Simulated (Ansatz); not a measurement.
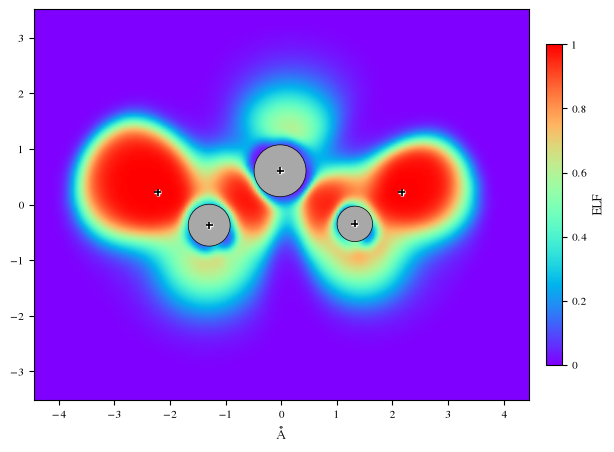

The ELF on a plane through atoms (crosses mark nuclei in the plane; grey discs cover the cores).

These are results of Ansatz 0.2.0, RKS PBE0-D4/def2-TZVPP, not measurements.

Candidates:
A. H2O2Si···H2O
B. H5NSi···H2O···HF
C. CH8BN

Q: Which candidate gave the map?

A: Candidate C: CH8BN on the plane of atoms B1, C2 and H7, which holds B, C, N and H. C–B (1.61 Å): the ELF peaks at about 0.95 between the atoms (a shared electron pair). B–N (1.65 Å): the ELF peaks at about 0.95 between the atoms, as expected for a shared but strongly polarised pair.
